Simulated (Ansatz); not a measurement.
# AlH₆NSi (built from SMILES [NH2][AlH][SiH3]): search for a transition state

Aim: find the saddle point of a 1,2-elimination that is to form Si2–H4 and break Al1–Si2, N3–H4, prove it by its vibrations, and relax downhill on both sides to see what it joins.

Program: Ansatz 0.2.0, Gaussian basis. Level of theory: PBE0-D4, def2-SVP first, then def2-TZVP. These are calculated values, not measurements.

## 1. Where the work starts

The guess: 9 atoms, charge 0, spin multiplicity 1.

Atoms are counted from 1 here; the program's logs count them from 0.

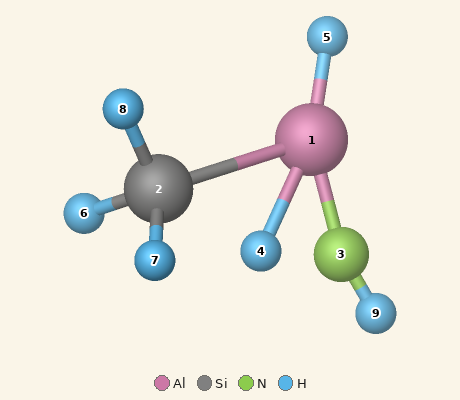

The starting geometry (aluminium pink, silicon grey, nitrogen green, hydrogen blue); atoms are numbered from 1 in the order of the file.

Coordinates:

| atom | x (Å) | y (Å) | z (Å) |
| --- | --- | --- | --- |
| Al1 | -1.17200 | 0.94620 | 0.31570 |
| Si2 | 1.07500 | -0.55210 | 0.53630 |
| N3 | -1.23070 | 0.42510 | -1.33850 |
| H4 | -0.14080 | -0.17250 | -0.84360 |
| H5 | -1.73200 | 1.73010 | 1.56930 |
| H6 | 0.75660 | -1.93660 | 0.93030 |
| H7 | 2.09030 | -0.70410 | -0.52610 |
| H8 | 1.88680 | -0.03560 | 1.65120 |
| H9 | -1.53330 | 0.29940 | -2.29460 |

Distances that are to change: Si2–H4 1.88 Å, Al1–Si2 2.71 Å, N3–H4 1.34 Å.

## 2. Constrained relaxation of the guess

Input file hold/in.yaml:

```yaml
crystal:
  periodic: [false, false, false]
  atoms:
    - {symbol: Al, position_ang: [-1.172000, 0.946200, 0.315700]}
    - {symbol: Si, position_ang: [1.075000, -0.552100, 0.536300]}
    - {symbol: N, position_ang: [-1.230700, 0.425100, -1.338500]}
    - {symbol: H, position_ang: [-0.140800, -0.172500, -0.843600]}
    - {symbol: H, position_ang: [-1.732000, 1.730100, 1.569300]}
    - {symbol: H, position_ang: [0.756600, -1.936600, 0.930300]}
    - {symbol: H, position_ang: [2.090300, -0.704100, -0.526100]}
    - {symbol: H, position_ang: [1.886800, -0.035600, 1.651200]}
    - {symbol: H, position_ang: [-1.533300, 0.299400, -2.294600]}
basis:
  gaussian: {orbitals: def2-SVP}
hamiltonian: {xc: pbe0, dispersion: d4}
relax: {f_tol: 0.08, max_steps: 120, escape_saddle: false, constraints: [{distance: [1, 3]}, {distance: [0, 1]}, {distance: [2, 3]}]}
```

Launch:

```bash
ansatz run in.yaml --threads 2 --pin off --events-out ev --progress --plain --max-ram 4352MiB
```

What it wrote (excerpt; [...] marks lines left out):

```text
Functional definition: PBE0
  name "PBE0"
  cite "Adamo & Barone, J. Chem. Phys. 110, 6158 (1999) doi:10.1063/1.478522"
  cite "Perdew, Burke & Ernzerhof, Phys. Rev. Lett. 77, 3865 (1996) doi:10.1103/PhysRevLett.77.3865"
  parent pbe
[...]
835 factors; integrals over basis functions are off by at most 3.8e-4 eV
[...]
mean field -16046.04599844 eV, -589.6813140421 hartree, gradient 1.6e-5 eV, S^2 0.000000; 0 other end points of the search recorded, 0 dependent functions left out
[...]
reference -16046.04602941 eV, -589.6813151803 hartree; 20, 20 occupied and 60, 60 virtual orbitals, 835 factors
relax step   1: F+E_penalty+E_count = -16046.17741545 eV  Δ(F+E_penalty+E_count) = +0.000e0 eV  max|allowed force component| = 6.119e-1 eV/Å  Δτ_max = 0.0000 Å  (26 SCF iters, accepted)
[...]
relax step   7: F+E_penalty+E_count = -16046.49033091 eV  Δ(F+E_penalty+E_count) = -1.008e-2 eV  max|allowed force component| = 1.429e-1 eV/Å  Δτ_max = 0.0561 Å  (24 SCF iters, accepted)
[...]
relax step   8: F+E_penalty+E_count = -16046.49295952 eV  Δ(F+E_penalty+E_count) = -2.629e-3 eV  max|allowed force component| = 3.582e-2 eV/Å  Δτ_max = 0.0339 Å  (24 SCF iters, accepted)
  distance Si 1 - H 3 held at 1.877868 Å   reaction = -1.8243e0 eV/Å
  distance Al 0 - Si 1 held at 2.709719 Å   reaction = +1.6122e0 eV/Å
  distance N 2 - H 3 held at 1.337884 Å   reaction = +3.9512e0 eV/Å
836 factors; integrals over basis functions are off by at most 1.7e-3 eV
[...]
mean field -16046.35655621 eV, -589.6927268295 hartree, gradient 4.9e-5 eV, S^2 0.000000; 1 other end points of the search recorded, 0 dependent functions left out
[...]
reference -16046.35658640 eV, -589.6927279390 hartree; 20, 20 occupied and 60, 60 virtual orbitals, 836 factors
Total energy: -16046.49298971 eV, -589.6977406684 hartree
Atom 0 at    -1.169293     0.985278     0.462043 Å, force     1.315872    -0.905217     0.139402 eV/Å
Atom 1 at     1.057646    -0.540230     0.698990 Å, force    -0.457350     0.579650     1.460831 eV/Å
Atom 2 at    -1.031988     0.363035    -1.165710 Å, force     3.532514    -1.614242     0.717241 eV/Å
Atom 3 at     0.163141    -0.182594    -0.912950 Å, force    -4.403012     1.970066    -2.276804 eV/Å
Atom 4 at    -2.172992     1.875261     1.306832 Å, force     0.007445    -0.017070    -0.027523 eV/Å
Atom 5 at     0.673810    -1.973627     0.912521 Å, force     0.017624    -0.007502     0.006263 eV/Å
Atom 6 at     1.574343    -0.520216    -0.728871 Å, force    -0.004740    -0.004562     0.007999 eV/Å
Atom 7 at     2.265783    -0.262587     1.544526 Å, force     0.025780    -0.024563    -0.014566 eV/Å
Atom 8 at    -1.360549     0.255579    -2.117381 Å, force    -0.034133     0.023440    -0.012843 eV/Å
Dipole moment:    -0.162320     0.114963    -0.138061 e Å
```

It took 14 s on 2 threads of Arm Neoverse V2, shared host; peak memory 0.15 GiB.

Along the way:

| step | energy from step 1 (eV) | largest force component (eV/Å) |
| --- | --- | --- |
| 1 | 0.0000 | 0.6119 |
| 2 | -0.1264 | 0.3038 |
| 3 | -0.1815 | 0.5452 |
| 4 | -0.2364 | 0.4774 |
| 5 | -0.2755 | 0.5930 |
| 6 | -0.3028 | 0.3339 |
| 7 | -0.3129 | 0.1429 |
| 8 | -0.3155 | 0.0358 |

Close pairs (by a distance rule), those that changed most:

| bond | before (Å) | after (Å) | change (Å) |
| --- | --- | --- | --- |
| Al1–H4 | 1.913 | 2.243 | +0.330 |
| Si2–H7 | 1.477 | 1.519 | +0.041 |
| Si2–H8 | 1.473 | 1.501 | +0.028 |
| Si2–H6 | 1.474 | 1.499 | +0.025 |
| Al1–N3 | 1.735 | 1.748 | +0.013 |
| Al1–H5 | 1.581 | 1.585 | +0.004 |
| N3–H9 | 1.011 | 1.013 | +0.002 |
| Al1–Si2 | 2.710 | 2.710 | -0.000 |

## 3. A starting Hessian

Input file hessian/in.yaml:

```yaml
crystal:
  periodic: [false, false, false]
  atoms:
    - {symbol: Al, position_ang: [-1.169293, 0.985278, 0.462043]}
    - {symbol: Si, position_ang: [1.057646, -0.540230, 0.698990]}
    - {symbol: N, position_ang: [-1.031988, 0.363035, -1.165710]}
    - {symbol: H, position_ang: [0.163141, -0.182594, -0.912950]}
    - {symbol: H, position_ang: [-2.172992, 1.875261, 1.306832]}
    - {symbol: H, position_ang: [0.673810, -1.973627, 0.912521]}
    - {symbol: H, position_ang: [1.574343, -0.520216, -0.728871]}
    - {symbol: H, position_ang: [2.265783, -0.262587, 1.544526]}
    - {symbol: H, position_ang: [-1.360549, 0.255579, -2.117381]}
basis:
  gaussian: {orbitals: def2-SVP}
hamiltonian: {xc: pbe0, dispersion: d4}
phonons: {}
scf: {lower_state_search: off}
```

Launch:

```bash
ansatz run in.yaml --threads 2 --pin off --events-out ev --progress --plain --max-ram 4352MiB
```

What it wrote (excerpt; [...] marks lines left out):

```text
Functional definition: PBE0
  name "PBE0"
  cite "Adamo & Barone, J. Chem. Phys. 110, 6158 (1999) doi:10.1063/1.478522"
  cite "Perdew, Burke & Ernzerhof, Phys. Rev. Lett. 77, 3865 (1996) doi:10.1103/PhysRevLett.77.3865"
  parent pbe
[...]
836 factors; integrals over basis functions are off by at most 4.5e-4 eV
[...]
mean field -16046.35656920 eV, -589.6927273070 hartree, gradient 6.4e-6 eV, S^2 0.000000; 0 other end points of the search recorded, 0 dependent functions left out
[...]
reference -16046.35659949 eV, -589.6927284202 hartree; 20, 20 occupied and 60, 60 virtual orbitals, 836 factors
[... from here to the last solve, the lines of the solves are left out (53 solves) ...]
836 factors; integrals over basis functions are off by at most 4.5e-4 eV
mean field -16046.35648409 eV, -589.6927241792 hartree, gradient 1.6e-6 eV, S^2 0.000000; 0 other end points of the search recorded, 0 dependent functions left out
[...]
WARN: phonons: modes at or below zero, which the zero-point energy, F, S and C_V leave out: 1, the lowest at -605.92 cm⁻¹. A minimum has none, and a first-order saddle one
[...]
Atom 2 at    -1.031988     0.363035    -1.165710 Å, force     3.532526    -1.614278     0.717259 eV/Å
Atom 3 at     0.163141    -0.182594    -0.912950 Å, force    -4.403005     1.970128    -2.276790 eV/Å
Atom 4 at    -2.172992     1.875261     1.306832 Å, force     0.007440    -0.017061    -0.027517 eV/Å
Atom 5 at     0.673810    -1.973627     0.912521 Å, force     0.017649    -0.007511     0.006280 eV/Å
Atom 6 at     1.574343    -0.520216    -0.728871 Å, force    -0.004735    -0.004564     0.007992 eV/Å
Atom 7 at     2.265783    -0.262587     1.544526 Å, force     0.025798    -0.024577    -0.014563 eV/Å
Atom 8 at    -1.360549     0.255579    -2.117381 Å, force    -0.034141     0.023435    -0.012857 eV/Å
Dipole moment:    -0.162319     0.114964    -0.138060 e Å
Vibrations: -605.92 192.89 239.03 316.59 379.69 449.80 482.20 558.83 597.12 818.46 871.58 886.95 930.18 973.74 1097.13 1519.04 1943.10 2115.37 2192.96 2208.79 3680.53 cm⁻¹, zero-point energy 1.391969 eV
Checks for a lower state left out: stability, starts, cluster_reference, orbital_swaps, neighbouring_geometries, increment
```

It took 50 s on 2 threads of Arm Neoverse V2, shared host; peak memory 0.13 GiB.

The structure is not stationary yet, so these wavenumbers are no spectrum; the search needs only the force constants.

## 4. Saddle search in the small basis

A small driver takes partitioned rational-function steps: uphill along one mode, downhill along the rest. It calls the program once a step for energy and forces and updates the Hessian by Bofill's formula. It stops when the largest force is under 0.03 eV/Å and the followed curvature is negative. The first step's input:

Input file presaddle/in.yaml:

```yaml
crystal:
  periodic: [false, false, false]
  atoms:
    - {symbol: Al, position_ang: [-1.169293, 0.985278, 0.462043]}
    - {symbol: Si, position_ang: [1.057646, -0.540230, 0.698990]}
    - {symbol: N, position_ang: [-1.031988, 0.363035, -1.165710]}
    - {symbol: H, position_ang: [0.163141, -0.182594, -0.912950]}
    - {symbol: H, position_ang: [-2.172992, 1.875261, 1.306832]}
    - {symbol: H, position_ang: [0.673810, -1.973627, 0.912521]}
    - {symbol: H, position_ang: [1.574343, -0.520216, -0.728871]}
    - {symbol: H, position_ang: [2.265783, -0.262587, 1.544526]}
    - {symbol: H, position_ang: [-1.360549, 0.255579, -2.117381]}
basis:
  gaussian: {orbitals: def2-SVP}
hamiltonian: {xc: pbe0, dispersion: d4}
output: {forces: true}
scf: {lower_state_search: off}
```

Launch:

```bash
ansatz run in.yaml --threads 2 --pin off --events-out ev --progress --plain --max-ram 4352MiB
```

The driver's record:

| step | energy (eV) | largest force (eV/Å) | followed curvature (eV/Å²) |
| --- | --- | --- | --- |
| 1 | -16046.49301 | 4.4030 | -2.02 |
| 2 | -16046.21032 | 3.7735 | -3.77 |
| 3 | -16045.55673 | 3.6486 | -3.40 |
| 4 | -16045.53616 | 2.4730 | -3.65 |
| 5 | -16045.45930 | 2.2834 | -3.13 |
| 6 | -16045.15482 | 1.7861 | -4.29 |
| 7 | -16044.91511 | 1.5632 | -4.32 |
| 8 | -16044.89967 | 1.1249 | -3.95 |
| 9 | -16044.84656 | 0.8535 | -3.09 |
| 10 | -16044.78227 | 0.7877 | -3.28 |
| 11 | -16044.75958 | 0.7994 | -3.20 |
| 14 | -16044.71837 | 1.0176 | -1.61 |
| 17 | -16044.56324 | 0.7924 | -0.91 |
| 20 | -16044.55776 | 0.6189 | -0.30 |
| 23 | -16044.53402 | 0.4982 | -0.16 |
| 26 | -16044.57078 | 0.4524 | -0.11 |
| 29 | -16044.72105 | 0.6012 | 0.12 |
| 32 | -16044.71477 | 0.4561 | 0.22 |
| 35 | -16044.77048 | 0.4506 | -0.05 |
| 38 | -16044.83881 | 0.5717 | -0.86 |
| 41 | -16044.62171 | 0.3600 | -0.60 |
| 44 | -16044.49806 | 0.5784 | -1.15 |
| 47 | -16044.47534 | 0.6438 | -0.49 |
| 50 | -16044.60733 | 1.1208 | -0.52 |
| 53 | -16044.39813 | 0.5715 | -0.92 |
| 54 | -16044.47080 | 1.4159 | -0.96 |
| 55 | -16044.29910 | 2.0977 | -0.56 |
| 56 | -16044.30517 | 1.0603 | -3.00 |
| 57 | -16044.29476 | 0.4109 | -1.32 |
| 58 | -16044.30858 | 0.2859 | -1.27 |
| 59 | -16044.31436 | 0.3130 | -1.15 |
| 60 | -16044.27072 | 0.6967 | -0.21 |

The 60 steps took 65 s in all (2 threads of Arm Neoverse V2, shared host).

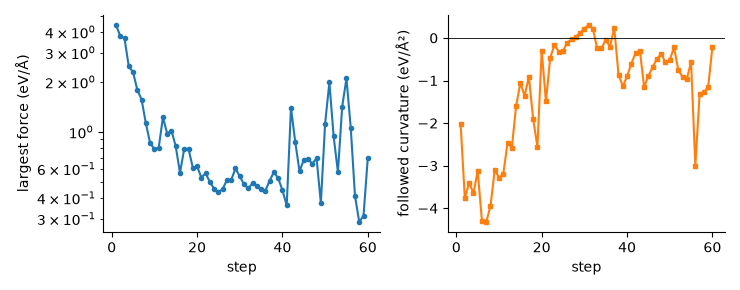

Largest force and followed curvature during the search.

## 5. What came out

```
               quantity                         value
                 search  not converged after 60 steps
     last largest force                    0.697 eV/Å
last followed curvature                   -0.21 eV/Å²
```

**Reading.** No saddle point was found from this guess, so no barrier can be given. The curvature is negative, but the forces are still above the tolerance.
